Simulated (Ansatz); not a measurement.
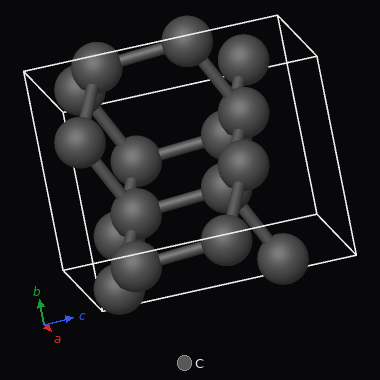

The system is C (Fd-3m phase) with one H guest (13 atoms in the cell, cell charge +1); the picture shows it without the atoms that are moved over the map. 
- A guest moved over a lattice plane through the rigid host; the plane is (0 0 1) of the conventional cell, through C7.
- Places are given modulo a cell vector. The map is drawn in real space over the plane of the scan.
- Nothing is relaxed (host rigid, guest held in the plane).
- The grid has 12 × 12 points; 101 points were computed and 6 follow by symmetry. At 37 points there is no value (left out of the scan, as a rule where atoms come close).
- Energies are in eV per cell, from the lowest grid point.
- The cell is charged on a uniform background, without a charge correction.
- The calculation used DFT LDA, scalar-relativistic, plane waves, PAW (Ansatz 0.2.0). Settings: cutoff 420 eV, k-mesh 6×6×6, gaussian smearing 0.05 eV, no spin polarisation.

Range: place of H13 along a1 from 0.000 to 0.917; place of H13 along a2 from 0.000 to 0.917.

### What will the energy surface look like?

The lowest grid point is at (8/12, 4/12) of the cell vectors [nearest 1 C at 1.18 Å]. There are further wells near (8/12, 8/12) of the cell vectors [nearest 1 C at 1.18 Å] (0.018 eV above the lowest at that grid point); (4/12, 8/12) of the cell vectors [nearest 1 C at 1.18 Å] (0.06 eV above the lowest at that grid point); (4/12, 4/12) of the cell vectors [nearest 1 C at 1.18 Å] (0.06 eV above the lowest at that grid point). Relaxing all atoms from the lowest point lowers the energy by a further 0.41 eV. The highest grid point, (2/12, 9/12) of the cell vectors [nearest 1 C at 0.75 Å], lies 4.83 eV above the lowest. On the interpolated surface the easiest way out of the lowest well to the well at about (0.36, 0.33) of the cell vectors passes a barrier of about 0.12 eV, counted from the interpolated bottom of the well.

```csv
"place of H13 along a2 ↓, place of H13 along a1 →",0/12,1/12,2/12,3/12,4/12,5/12,6/12,7/12,8/12,9/12,10/12,11/12
11/12,–,–,–,–,2.74,1.39,1.30,1.38,2.72,–,–,–
10/12,–,–,–,4.81,1.41,0.68,0.63,0.66,1.39,4.78,–,–
9/12,–,–,4.83,1.68,0.40,0.17,0.18,0.15,0.38,1.65,4.79,–
8/12,3.42,2.78,1.45,0.43,0.06,0.08,0.12,0.05,0.02,0.39,1.42,2.76
7/12,1.79,1.45,0.75,0.23,0.12,0.22,0.28,0.18,0.05,0.17,0.69,1.42
6/12,1.68,1.37,0.72,0.27,0.20,0.32,0.38,0.26,0.11,0.19,0.65,1.33
5/12,1.79,1.45,0.74,0.23,0.12,0.23,0.28,0.18,0.04,0.15,0.68,1.41
4/12,3.41,2.77,1.45,0.43,0.06,0.09,0.13,0.05,0.00,0.37,1.39,2.74
3/12,–,–,4.82,1.68,0.41,0.18,0.18,0.14,0.36,1.63,4.77,–
2/12,–,–,–,4.81,1.42,0.68,0.63,0.66,1.38,4.76,–,–
1/12,–,–,–,–,2.75,1.40,1.30,1.38,2.71,–,–,–
0/12,–,–,–,–,3.39,1.75,1.63,1.73,3.37,–,–,–
```

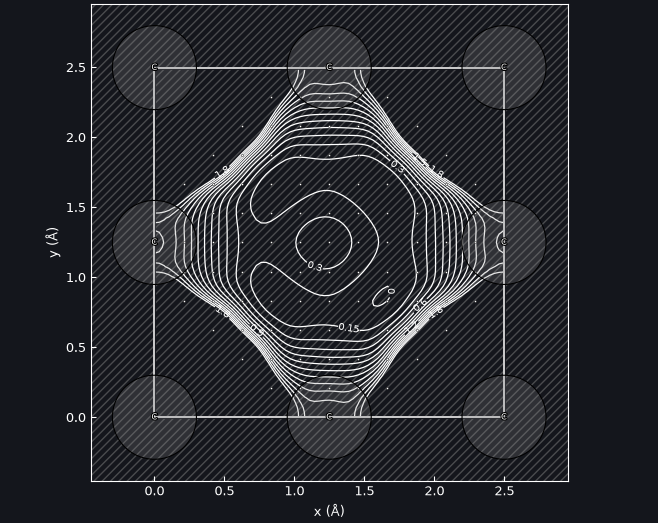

The picture shows contour lines labelled in eV (none above 1.8), dots at the grid points, labelled circles for the fixed atoms within 1 Å of the plane, the outline of one cell of the plane, hatched blanks where no value was computed. Between grid points the surface is interpolated.

Each point was launched as `ansatz run input.yaml --threads 4 --pin off --max-ram 8192MiB --backend cpu --events-out ev --progress --plain --runs-dir out`. Time for the 101 points that were run: 5.2 min on 4 threads of AMD EPYC 9R45 96-Core Processor (Zen 5), on a shared host.

PAW datasets: the set soft_1.
